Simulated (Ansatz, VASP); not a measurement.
## Cross-check of BN (BN(110)) between VASP and Ansatz

Wanted: the spread between two codes on one cell, functional and k mesh. The structure shown is the end of the VASP relaxation below.

Program: Ansatz 0.2.0. Level of theory: plane waves, with VASP 6.6.1 beside it; single point at PBE and band structure at PBE. Results are calculated unless marked as measured.

**1. The starting structure**

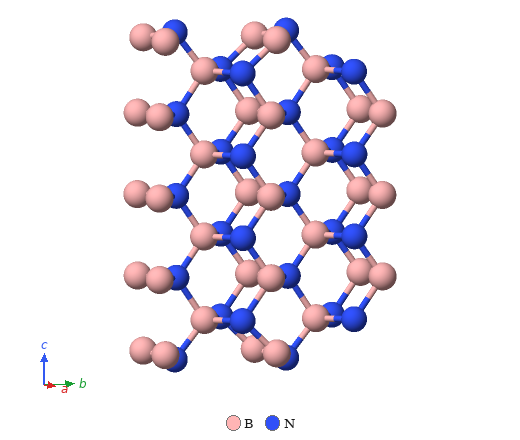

The cell as given, from the side, with the c axis up (boron pink, nitrogen blue). 1×2×1 cells are drawn. Some periodic images of atoms are drawn too.

The cell holds 18 atoms: 9 B and 9 N. Cell: a = 2.564 Å, b = 3.625 Å, c = 26.254 Å, α = 90.0°, β = 90.0°, γ = 90.0°. It derives from BN. As first built, before any earlier steps moved the atoms: 9 layers, cut at this functional's lattice. Vacuum lies along c.

As a file:

```xyz
18
Lattice="2.5636 0.0000 0.0000 0.0000 3.6254 0.0000 0.0000 0.0000 26.2542" Properties=species:S:1:pos:R:3
B     0.0000    0.1754    8.2110
B     1.2818    1.8086    9.2187
B     0.0000    3.6168   10.5720
B     1.2818    1.7938   11.8395
B     0.0000    3.6084   13.1271
B     1.2818    1.7938   14.4147
B     0.0000    3.6168   15.6822
B     1.2818    1.8086   17.0355
B     0.0000    0.1754   18.0433
N     0.0000    2.6888    9.2434
N     1.2818    0.8403    7.9940
N     0.0000    2.7006   11.8406
N     1.2818    0.8947   10.5603
N     0.0000    2.7006   14.4136
N     1.2818    0.8888   13.1271
N     0.0000    2.6888   17.0109
N     1.2818    0.8947   15.6939
N     1.2818    0.8403   18.2602
```

**2. VASP: relaxation, PBE**

This run makes the geometry at which the two programs are then compared.

Lines of VASP's logs that name or quote its potential files are left out, and so is its time.

The input, INCAR:

```
SYSTEM = BN
PREC = Normal
ENCUT = 440
EDIFF = 1E-05
NELM = 120
ISMEAR = 0
SIGMA = 0.03
LREAL = Auto
ALGO = Fast
GGA = PE
NBANDS = 54
LORBIT = 11
LWAVE = .FALSE.
LCHARG = .FALSE.
KPAR = 4
IBRION = 2
NSW = 60
ISIF = 2
EDIFFG = -0.03
POTIM = 0.4
MAXMIX = 40
IDIPOL = 3
LDIPOL = .TRUE.
DIPOL = 0.5 0.5 0.5
```

The input, POSCAR:

```
BN
1.0
    2.5635602994      0.0000000000      0.0000000000
    0.0000000000      3.6254217434      0.0000000000
    0.0000000000      0.0000000000     26.2542411977
B N
9 9
Direct
    0.0000000000      0.0000000000      0.3047126700
    0.5000000000      0.5000000000      0.3535345000
    0.0000000000      0.0000000000      0.4023563400
    0.5000000000      0.5000000000      0.4511781700
    0.0000000000      0.0000000000      0.5000000000
    0.5000000000      0.5000000000      0.5488218300
    0.0000000000      0.0000000000      0.5976436600
    0.5000000000      0.5000000000      0.6464655000
    0.0000000000      0.0000000000      0.6952873300
    0.0000000000      0.7500000000      0.3535345000
    0.5000000000      0.2500000000      0.3047126700
    0.0000000000      0.7500000000      0.4511781700
    0.5000000000      0.2500000000      0.4023563400
    0.0000000000      0.7500000000      0.5488218300
    0.5000000000      0.2500000000      0.5000000000
    0.0000000000      0.7500000000      0.6464655000
    0.5000000000      0.2500000000      0.5976436600
    0.5000000000      0.2500000000      0.6952873300
```

The input, KPOINTS:

```
Automatic mesh
0
Gamma
9 7 1
0 0 0
```

PAW data sets: B and N (PBE family, release 64).

On the command line:

```bash
$ mpirun -np 4 vasp_std
```

Numbers of over 12 decimals in the logs are rounded to 6 here.

The program printed:

```text
[banner, memory and clock lines left out]
running    4 mpi-ranks, on    1 nodes
 distrk:  each k-point on    1 cores,    4 groups
 distr:  one band on    1 cores,    1 groups

 POSCAR found type information on POSCAR B N
 POSCAR found :  2 types and      18 ions
 LDA part: xc-table for (Slater+PW92), standard interpolation
 POSCAR, INCAR and KPOINTS ok, starting setup
 FFT: planning ... GRIDC
 FFT: planning ... GRID_SOFT
 FFT: planning ... GRID
 WAVECAR not read
 entering main loop
       N       E                     dE             d eps       ncg     rms          rms(c)
DAV:   1     0.440531981290E+03    0.44053E+03   -0.31831E+04  2168   0.104E+03
DAV:   2    -0.115815787231E+03   -0.55635E+03   -0.53060E+03  2870   0.279E+02
DAV:   3    -0.161061559461E+03   -0.45246E+02   -0.44841E+02  2640   0.830E+01
DAV:   4    -0.162353803135E+03   -0.12922E+01   -0.12899E+01  3120   0.150E+01
DAV:   5    -0.162383238790E+03   -0.29436E-01   -0.29422E-01  2872   0.203E+00    0.208E+01
RMM:   6    -0.152230942938E+03    0.10152E+02   -0.24632E+01  2167   0.170E+01    0.952E+00
RMM:   7    -0.151967354805E+03    0.26359E+00   -0.61600E+00  2170   0.890E+00    0.593E+00
RMM:   8    -0.151856139126E+03    0.11122E+00   -0.15494E+00  2167   0.464E+00    0.204E+00
RMM:   9    -0.151703373514E+03    0.15277E+00   -0.22801E-01  2187   0.200E+00    0.539E-01
RMM:  10    -0.151705242189E+03   -0.18687E-02   -0.11034E-01  2198   0.109E+00    0.260E-01
RMM:  11    -0.151704976539E+03    0.26565E-03   -0.10265E-02  2163   0.432E-01    0.682E-02
RMM:  12    -0.151705649215E+03   -0.67268E-03   -0.69001E-03  2269   0.248E-01    0.123E-01
RMM:  13    -0.151706073709E+03   -0.42449E-03   -0.36319E-03  2168   0.219E-01    0.726E-02
RMM:  14    -0.151706419819E+03   -0.34611E-03   -0.75308E-04  2217   0.887E-02    0.666E-02
RMM:  15    -0.151706662398E+03   -0.24258E-03   -0.21555E-04  2168   0.467E-02    0.297E-02
RMM:  16    -0.151706840461E+03   -0.17806E-03   -0.12676E-04  2075   0.325E-02    0.880E-03
RMM:  17    -0.151706919959E+03   -0.79497E-04   -0.12584E-04  2133   0.348E-02    0.182E-02
RMM:  18    -0.151706973846E+03   -0.53887E-04   -0.25118E-05  1552   0.193E-02    0.373E-03
RMM:  19    -0.151706999673E+03   -0.25827E-04   -0.89644E-06  1467   0.101E-02    0.266E-03
RMM:  20    -0.151707044849E+03   -0.45175E-04   -0.34133E-06  1381   0.527E-03    0.120E-03
RMM:  21    -0.151707060510E+03   -0.15662E-04   -0.22858E-06  1298   0.407E-03    0.274E-03
RMM:  22    -0.151707070246E+03   -0.97354E-05   -0.66223E-07   886   0.269E-03
   1 F= -.15170707E+03 E0= -.15170707E+03  d E =-.151707E+03
[... from here on, the cycles between the ionic steps are left out ...]
   2 F= -.15346845E+03 E0= -.15346845E+03  d E =-.176138E+01
   6 F= -.15382727E+03 E0= -.15382727E+03  d E =-.267031E-01
   7 F= -.15383058E+03 E0= -.15383058E+03  d E =-.300133E-01
   8 F= -.15383917E+03 E0= -.15383917E+03  d E =-.859432E-02
   9 F= -.15383921E+03 E0= -.15383921E+03  d E =-.863414E-02
  10 F= -.15384236E+03 E0= -.15384236E+03  d E =-.314364E-02
  11 F= -.15384237E+03 E0= -.15384237E+03  d E =-.315155E-02
  12 F= -.15384497E+03 E0= -.15384497E+03  d E =-.260728E-02
  13 F= -.15384546E+03 E0= -.15384546E+03  d E =-.309173E-02
  14 F= -.15384734E+03 E0= -.15384734E+03  d E =-.188632E-02
  15 F= -.15384741E+03 E0= -.15384741E+03  d E =-.195443E-02
  16 F= -.15384821E+03 E0= -.15384821E+03  d E =-.795772E-03
 trial-energy change:   -0.000796  1 .order   -0.000744   -0.001705    0.000216
 step:   1.0295(harm=  1.0133)  dis= 0.00487  next Energy=  -153.848218 (dE=-0.806E-03)
 bond charge predicted
       N       E                     dE             d eps       ncg     rms          rms(c)
DAV:   1    -0.153848211916E+03   -0.68716E-06   -0.31480E-03  2552   0.251E-01    0.135E-02
RMM:   2    -0.153848214785E+03   -0.28686E-05   -0.45284E-05  1880   0.306E-02
  17 F= -.15384821E+03 E0= -.15384821E+03  d E =-.802663E-03
 curvature:  -1.04 expect dE=-0.261E-03 dE for cont linesearch -0.721E-06
 trial: gam= 0.15210 g(F)=  0.250E-03 g(S)=  0.000E+00 ort = 0.465E-04 (trialstep = 0.112E+01)
 search vector abs. value=  0.336E-03
 reached required accuracy - stopping structural energy minimisation
```

From OUTCAR (step 2):

```text
ion  position               nearest neighbor table
   1  0.000  0.000  0.305-  10 1.57  11 1.57  11 1.57
   2  0.500  0.500  0.354-  11 1.57  10 1.57  10 1.57  13 1.57
   3  0.000  0.000  0.402-  12 1.57  13 1.57  13 1.57  10 1.57
   4  0.500  0.500  0.451-  13 1.57  15 1.57  12 1.57  12 1.57
   5  0.000  0.000  0.500-  12 1.57  14 1.57  15 1.57  15 1.57
   6  0.500  0.500  0.549-  15 1.57  17 1.57  14 1.57  14 1.57
   7  0.000  0.000  0.598-  14 1.57  17 1.57  17 1.57  16 1.57
   8  0.500  0.500  0.646-  18 1.57  16 1.57  16 1.57  17 1.57
   9  0.000  0.000  0.695-  16 1.57  18 1.57  18 1.57
  10  0.000  0.750  0.354-   1 1.57   2 1.57   2 1.57   3 1.57
  11  0.500  0.250  0.305-   2 1.57   1 1.57   1 1.57
  12  0.000  0.750  0.451-   3 1.57   5 1.57   4 1.57   4 1.57
  13  0.500  0.250  0.402-   4 1.57   3 1.57   3 1.57   2 1.57
  14  0.000  0.750  0.549-   5 1.57   7 1.57   6 1.57   6 1.57
  15  0.500  0.250  0.500-   4 1.57   6 1.57   5 1.57   5 1.57
  16  0.000  0.750  0.646-   9 1.57   8 1.57   8 1.57   7 1.57
  17  0.500  0.250  0.598-   6 1.57   7 1.57   7 1.57   8 1.57
  18  0.500  0.250  0.695-   8 1.57   9 1.57   9 1.57

  LATTYP: Found a simple orthorhombic cell.
 ALAT       =     2.5635602994
 B/A-ratio  =     1.4142135624
 C/A-ratio  =    10.2413199346

 Subroutine GETGRP returns: Found  4 space group operations
 (whereof  4 operations were pure point group operations)

The static configuration has the point symmetry C_2v.

 Found     20 irreducible k-points:

   k-points           NKPTS =     20   k-points in BZ     NKDIM =     20   number of bands    NBANDS=     54

   dimension x,y,z NGX =    14 NGY =   20 NGZ =  140
   dimension x,y,z NGXF=    28 NGYF=   40 NGZF=  280

   ENCUT  =  440.0 eV  32.34 Ry    5.69 a.u.   4.38  6.20 44.90*2*pi/ulx,y,z

   NELECT =      72.0000    total number of electrons

 k-points in reciprocal lattice and weights: Automatic mesh
   0.00000000  0.00000000  0.00000000       0.016
   0.11111111  0.00000000  0.00000000       0.032
   0.22222222  0.00000000  0.00000000       0.032
   0.33333333  0.00000000  0.00000000       0.032
   0.44444444  0.00000000  0.00000000       0.032
   0.00000000  0.14285714  0.00000000       0.032
   0.11111111  0.14285714  0.00000000       0.063
   0.22222222  0.14285714  0.00000000       0.063
   0.33333333  0.14285714  0.00000000       0.063
[...]
0.33333333  0.42857143  0.00000000       0.063
   0.44444444  0.42857143  0.00000000       0.063

 dipolmoment           0.000000      0.000000      0.000000 electrons x Angstroem

 average (electrostatic) potential at core
       1 -32.7496       2 -32.6716       3 -32.8166       4 -32.6621       5 -32.7199
       6 -32.6621       7 -32.8166       8 -32.6716       9 -32.7496      10 -68.6756
      11 -67.3771      12 -68.6367      13 -68.4946      14 -68.6367      15 -68.5854
      16 -68.6756      17 -68.4946      18 -67.3771

 E-fermi :  -0.3056

 k-point     1 :       0.0000    0.0000    0.0000
  band No.  band energies     occupation
    ...
     32      -1.6858      2.00000
     33      -1.2079      2.00000
     34      -0.9010      2.00000
     35      -0.5601      2.00000
     36      -0.4389      2.00000
     37       3.9729      0.00000
     38       4.6715      0.00000
     39       5.0184      0.00000
     40       5.3340      0.00000
     41       5.9202      0.00000
    ...

 k-point     2 :       0.1111    0.0000    0.0000
  band No.  band energies     occupation
    ...
     32      -2.0345      2.00000
     33      -1.8395      2.00000
     34      -1.7778      2.00000
     35      -0.7052      2.00000
     36      -0.6790      2.00000
     37       4.4586      0.00000
     38       4.8006      0.00000
     39       5.3240      0.00000
     40       5.8352      0.00000
     41       6.2598      0.00000
    ...

 k-point     3 :       0.2222    0.0000    0.0000
  band No.  band energies     occupation
    ...
     32      -3.3387      2.00000
     33      -2.8253      2.00000
     34      -2.0907      2.00000
     35      -1.1774      2.00000
     36      -1.0087      2.00000
     37       4.3381      0.00000
     38       4.4577      0.00000
     39       6.1831      0.00000
     40       6.3020      0.00000
     41       6.4105      0.00000
    ...

  Total       -4.0000690      0.8762146     -2.1266415      0.0000000      0.0000000      0.0000000
  in kB      -26.2649469      5.7533329    -13.9637907      0.0000000      0.0000000      0.0000000
  external PRESSURE =     -11.4918015 kB  Pullay stress =       0.0000000 kB

  energy-cutoff  :      440.00
  volume of cell :      244.01
      direct lattice vectors                 reciprocal lattice vectors
     2.563560299  0.000000000  0.000000000     0.390082496  0.000000000  0.000000000
     0.000000000  3.625421743  0.000000000     0.000000000  0.275829978  0.000000000
     0.000000000  0.000000000 26.254241198     0.000000000  0.000000000  0.038089084

 POSITION                                       TOTAL-FORCE (eV/Angst)
 -----------------------------------------------------------------------------------
      0.00000      0.17537      8.21099        -0.000000     -0.021608      0.016500
      1.28178      1.80856      9.21872        -0.000000     -0.000811      0.009068
      0.00000      3.61683     10.57203        -0.000000      0.011712     -0.018665
      1.28178      1.79380     11.83952        -0.000000      0.007058      0.012706
      0.00000      3.60844     13.12712        -0.000000      0.023919     -0.000000
      1.28178      1.79380     14.41472        -0.000000      0.007058     -0.012706
      0.00000      3.61683     15.68221         0.000000      0.011712      0.018665
      1.28178      1.80856     17.03552        -0.000000     -0.000811     -0.009068
      0.00000      0.17537     18.04325        -0.000000     -0.021608     -0.016500
      0.00000      2.68879      9.24339        -0.000000      0.002578      0.006289
      1.28178      0.84032      7.99403        -0.000000     -0.011314      0.018614
      0.00000      2.70060     11.84065        -0.000000     -0.000673      0.018453
      1.28178      0.89466     10.56035         0.000000     -0.008018      0.018323
      0.00000      2.70060     14.41360        -0.000000     -0.000673     -0.018453
      1.28178      0.88883     13.12712        -0.000000      0.018236     -0.000000
      0.00000      2.68879     17.01085        -0.000000      0.002578     -0.006289
      1.28178      0.89466     15.69389         0.000000     -0.008018     -0.018323
      1.28178      0.84032     18.26021        -0.000000     -0.011314     -0.018614
 -----------------------------------------------------------------------------------
    total drift:                                0.000000     -0.012062     -0.000021

  FREE ENERGIE OF THE ION-ELECTRON SYSTEM (eV)
  ---------------------------------------------------
  free  energy   TOTEN  =      -153.8482147848 eV

  energy  without entropy=     -153.8482147848  energy(sigma->0) =     -153.84821478

 reached required accuracy - stopping structural energy minimisation

 vacuum level on the upper side and lower side of the slab         5.846         5.846

 total charge
# of ion       s       p       d       tot
------------------------------------------
    1        0.733   1.315   0.000   2.048
    2        0.669   1.322   0.000   1.991
    3        0.671   1.326   0.000   1.996
    4        0.675   1.349   0.000   2.024
    5        0.674   1.343   0.000   2.016
    6        0.675   1.349   0.000   2.024
    7        0.671   1.326   0.000   1.996
    8        0.669   1.322   0.000   1.991
    9        0.733   1.315   0.000   2.048
   10        1.225   2.734   0.000   3.959
   11        1.231   2.708   0.000   3.939
   12        1.219   2.734   0.000   3.953
   13        1.220   2.722   0.000   3.942
   14        1.219   2.734   0.000   3.953
   15        1.219   2.733   0.000   3.952
   16        1.225   2.734   0.000   3.959
   17        1.220   2.722   0.000   3.942
   18        1.231   2.708   0.000   3.939
--------------------------------------------------
tot         17.178  36.495   0.000  53.673

[... 3 further parts left out ...]
```

[end of part 1 of 3]

[Lines on the potential files, build, host, timing and source positions are cut from VASP's logs without a mark.]

[Logs are printed without paths, hosts, clocks, repeated set-up lines and the standing remarks that a program may print on its own settings, such as how far it seeks lower states.]

[Hosts, paths, dates, database ids (printed as entryN), source tags and the programs' standing remarks are cut or masked in the printed files.]
